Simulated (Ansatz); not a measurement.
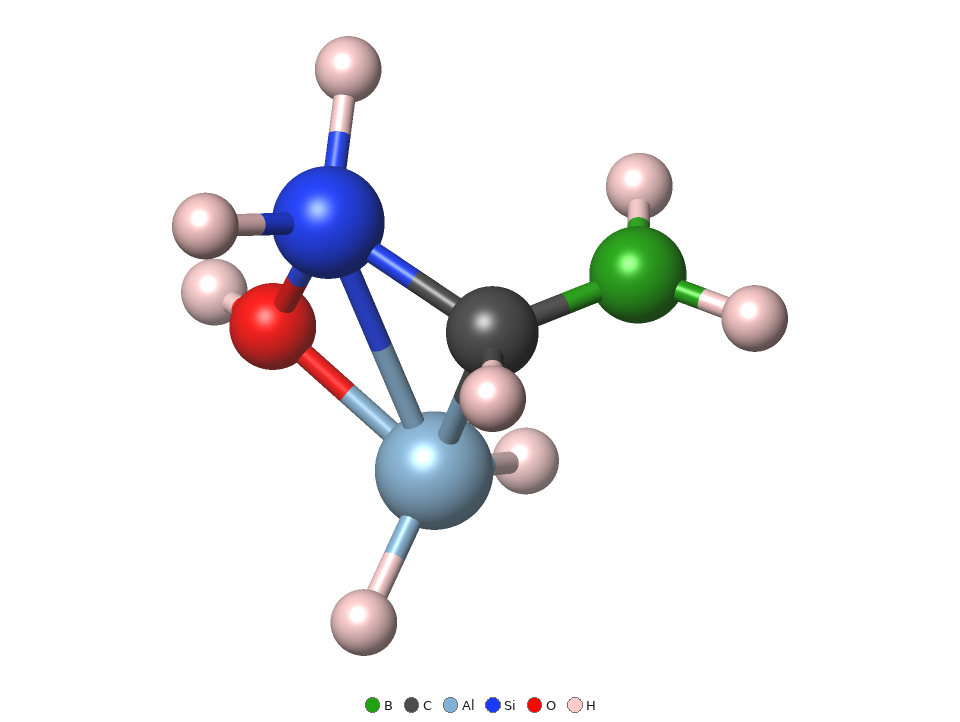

Every bond is drawn as one stick, whatever its order.

The geometry was computed by an optimisation with PBE0-D4/def2-TZVP. No frequency run is at hand to confirm it as a minimum.

> Which formula does it have?

CH₈AlBOSi, 13 atoms: 1 carbon, 8 hydrogen, 1 aluminium, 1 boron, 1 oxygen and 1 silicon.

> Count the bonded pairs by element.

2 Si–H, 2 B–H, 2 Al–H, 1 C–B, 1 Al–O, 1 C–Al, 1 O–Si, 1 O–H, 1 Al–Si, 1 C–H, 1 C–Si. Sticks follow a distance rule.

> Which point group does it belong to?

C1.

More results for the same structure follow; atom numbers are the same in all pictures, views and colours differ.

### Shape

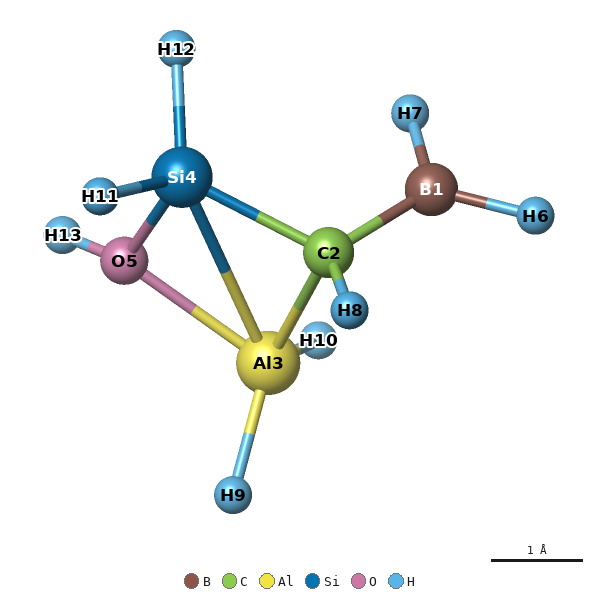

No frequency run is at hand to confirm it as a minimum.

> What is the geometry at B1?

B1 has 3 neighbours (C2 at 1.51, H6 at 1.20, H7 at 1.20 Å); the arrangement is trigonal planar.

> Which bond is the longest?

Al3–Si4, 2.723 Å.

> What is the dihedral angle Al3–C2–Si4–O5?

2° in size, that is syn (eclipsed).

### Electronic properties

No frequency run is at hand to confirm it as a minimum. Properties computed with RKS PBE0-D4/def2-TZVPP (Ansatz 0.2.0).

Predict the main results.

- HOMO energy (Kohn–Sham orbital): −7.83 eV
- LUMO energy (Kohn–Sham orbital): −1.14 eV
- HOMO–LUMO gap: 6.69 eV
- dispersion correction: −26.3 kJ/mol

### Charges

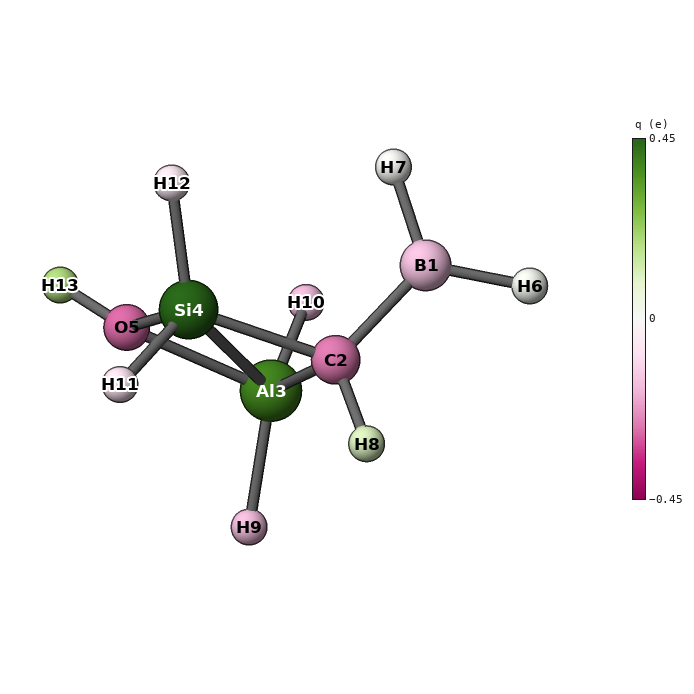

Atoms are coloured by their Mulliken charges. No frequency run is at hand to confirm it as a minimum. Properties computed with RKS B3LYP-D4/def2-TZVPP (Ansatz 0.2.0).

Give the Mulliken charges atom by atom.

```tsv
atom	value (e)
B1	−0.15
C2	−0.26
Al3	0.38
Si4	0.44
O5	−0.28
H6	0.02
H7	0.01
H8	0.11
H9	−0.16
H10	−0.16
H11	−0.07
H12	−0.06
H13	0.19
```

### Dipole moment

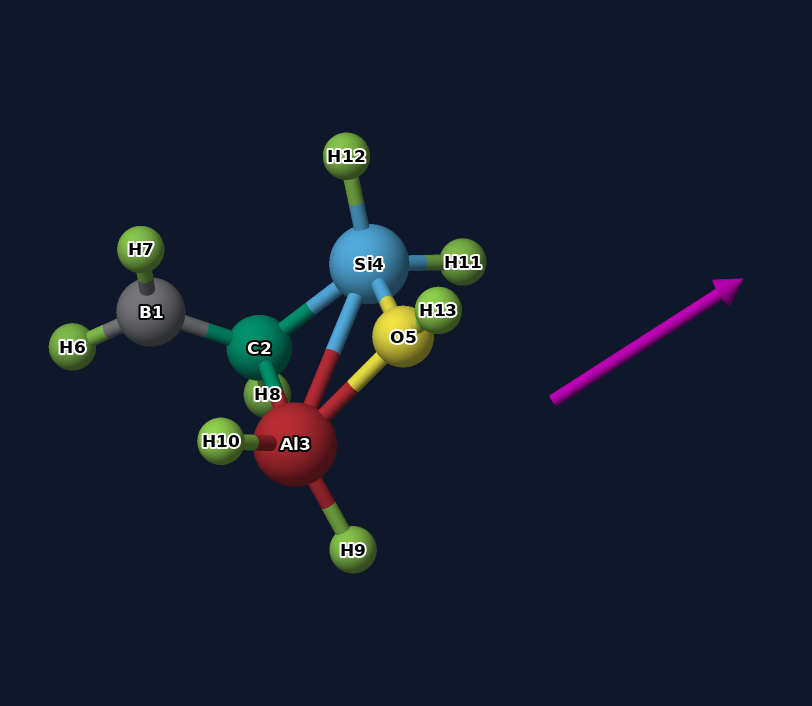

The arrow beside the molecule shows the direction of the dipole moment, from the negative to the positive end (its length means nothing). No frequency run is at hand to confirm it as a minimum. Properties computed with RKS ωB97M-V/def2-TZVPP (Ansatz 0.2.0).

> Estimate the dipole moment.

3.87 D; it points from the side of H6 to the side of H11, H13 (the outermost atoms at the two ends).

Mulliken values depend strongly on the basis set and can even reverse the polarity of a bond.
